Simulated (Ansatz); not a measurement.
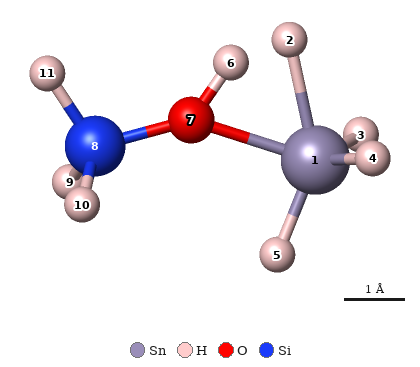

Figure 1. The structure (ball-and-stick view, seen on its broad side; atoms are numbered from 1 in the order of the input). Sticks mark near contacts. Bond lengths as drawn: H–O 1.17 Å, H–Si 1.48 Å, H–Sn 1.70 to 2.08 Å, O–Si 1.67 Å and O–Sn 2.20 Å.

# Phonon calculation, with input and output: SnSiH8O

System: SnSiH8O.
Method: RKS BHLYP-D4/def2-SVP (Ansatz 0.2.0).

It belongs to a series of runs on one base structure; here: vibrations at the highest image of the band. Figures and captions count atoms from 1; the log counts them from 0 in places.

Log:
```
Engine: ansatz 0.2.0, x86_64-unknown-linux-gnu
Functional definition: BHLYP
  parameter a = 0.5
  exchange = (1 - a)*b88_x + a*exact_x
  correlation = lyp_c
1118 factors; integrals over basis functions are off by at most 3.7e-4 eV
mean field evaluation 1: about -15874.2695 eV, gradient 4.1e1 eV
mean field evaluation 2: about -15870.7424 eV, gradient 5.9e1 eV
mean field evaluation 4: about -15877.2009 eV, gradient 6.9e-1 eV
mean field evaluation 8: about -15877.1996 eV, gradient 6.2e-3 eV
mean field -15877.19956880 eV, -583.4763222012 hartree, gradient 5.6e-5 eV, S^2 0.000000; 0 other end points of the search recorded, 0 dependent functions left out
the calculation of the forces begins
reference -15877.19977972 eV, -583.4763299523 hartree; 26, 26 occupied and 72, 72 virtual orbitals, 1118 factors
these checks for a lower state are left out or cut short: stability, starts, cluster_reference, orbital_swaps, neighbouring_geometries, increment
1118 factors; integrals over basis functions are off by at most 3.7e-4 eV
mean field evaluation 16: about -15877.1997 eV, gradient 4.7e-5 eV
mean field -15877.19969244 eV, -583.4763267445 hartree, gradient 1.4e-6 eV, S^2 0.000000; 0 other end points of the search recorded, 0 dependent functions left out
[... from here on the field's lines of each further geometry are left out, up to the last ...]
the calculation of the forces begins
reference -15877.19975261 eV, -583.4763289559 hartree; 26, 26 occupied and 72, 72 virtual orbitals, 1118 factors
these checks for a lower state are left out or cut short: stability, starts, cluster_reference, orbital_swaps, neighbouring_geometries, increment
1118 factors; integrals over basis functions are off by at most 3.7e-4 eV
mean field -15877.19954031 eV, -583.4763211542 hartree, gradient 8.3e-6 eV, S^2 0.000000; 0 other end points of the search recorded, 0 dependent functions left out
the calculation of the forces begins
reference -15877.19975121 eV, -583.4763289043 hartree; 26, 26 occupied and 72, 72 virtual orbitals, 1118 factors
WARN: phonons: modes at or below zero, which the zero-point energy, F, S and C_V leave out: 2, the lowest at -1504.24 cm⁻¹. A minimum has none, and a first-order saddle one
Total energy: -15877.48359697 eV, -583.4867600437 hartree
Atom 0 at    -0.584684    -1.154965    -1.213426 Å, force    -0.000143     0.000848     0.002081 eV/Å
Atom 1 at     1.190893    -1.733121    -0.287027 Å, force     0.001626     0.000101    -0.000503 eV/Å
Atom 2 at     0.216306    -1.222960    -2.713945 Å, force    -0.000062     0.000338     0.000160 eV/Å
Atom 3 at    -1.303460    -2.593374    -0.654723 Å, force    -0.000616     0.000236    -0.000786 eV/Å
Atom 4 at    -1.811209     0.042716    -1.321757 Å, force    -0.000345    -0.000587    -0.000594 eV/Å
Atom 5 at     1.038019    -0.818001     0.210698 Å, force    -0.000768     0.000943     0.000589 eV/Å
Atom 6 at     0.340638     0.120374     0.321129 Å, force     0.000067    -0.003865    -0.001535 eV/Å
Atom 7 at     0.244938     1.527266     1.212579 Å, force    -0.000153     0.002401     0.001310 eV/Å
Atom 8 at     0.290455     2.705988     0.318914 Å, force     0.000142    -0.000538     0.000075 eV/Å
Atom 9 at    -1.016733     1.558063     1.985519 Å, force     0.000571     0.000222    -0.000526 eV/Å
Atom 10 at     1.394737     1.568113     2.142140 Å, force    -0.000319    -0.000098    -0.000272 eV/Å
Dipole moment:    -0.130049     0.070293    -0.046590 e Å
Vibrations: -1504.24 -37.21 59.46 118.13 150.65 333.58 600.61 646.07 696.36 752.21 754.89 768.54 792.92 865.17 904.13 988.95 1002.39 1044.68 1237.96 1641.61 1831.01 1933.85 1988.09 1999.50 2299.73 2304.64 2311.24 cm⁻¹, zero-point energy 1.737414 eV
```

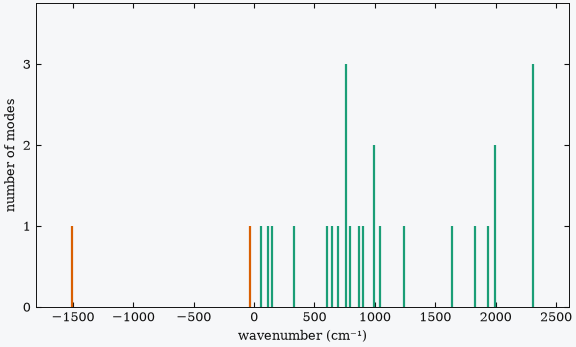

Figure 2. Harmonic vibrational wavenumbers from the force constants; neighbouring modes closer than 17 cm⁻¹ are counted in one stick, and imaginary ones are drawn at negative wavenumbers. 27 modes from 1504i to 2311 cm⁻¹, 2 imaginary beyond 8i (1504i, 37i cm⁻¹): not a minimum.

The run was set up as follows.

Input file:
```yaml
crystal:
  periodic: [false, false, false]
  atoms:
    - { symbol: Sn, position_ang: [-0.584684, -1.154965, -1.213426] }
    - { symbol: H, position_ang: [1.190893, -1.733121, -0.287027] }
    - { symbol: H, position_ang: [0.216306, -1.22296, -2.713945] }
    - { symbol: H, position_ang: [-1.30346, -2.593374, -0.654723] }
    - { symbol: H, position_ang: [-1.811209, 0.042716, -1.321757] }
    - { symbol: H, position_ang: [1.038019, -0.818001, 0.210698] }
    - { symbol: O, position_ang: [0.340638, 0.120374, 0.321129] }
    - { symbol: Si, position_ang: [0.244938, 1.527266, 1.212579] }
    - { symbol: H, position_ang: [0.290455, 2.705988, 0.318914] }
    - { symbol: H, position_ang: [-1.016733, 1.558063, 1.985519] }
    - { symbol: H, position_ang: [1.394737, 1.568113, 2.14214] }
basis:
  gaussian: { orbitals: def2-SVP }
hamiltonian:
  xc: { name: BHLYP }
  dispersion: d4
phonons: {}
```

Launch command:
```bash
ansatz run input.yaml --threads 2 --pin off --max-ram 3072MiB --backend cpu --events-out ev --progress --plain --runs-dir out
```

Results in brief:

```json
{"quantity": "outcome", "value": "converged"}
{"quantity": "total energy", "value": "−15877.4836 eV"}
{"quantity": "mean-field energy", "value": "−15877.1998 eV"}
{"quantity": "largest force (length of the vector)", "value": "0.004 eV/Å"}
{"quantity": "hardware", "value": "2 threads of Intel Xeon (Sapphire Rapids), 16 GiB of memory available, shared host"}
{"quantity": "wall time", "value": "99 s (CPU time 3.1 min)"}
{"quantity": "peak memory", "value": "0.23 GiB"}
```
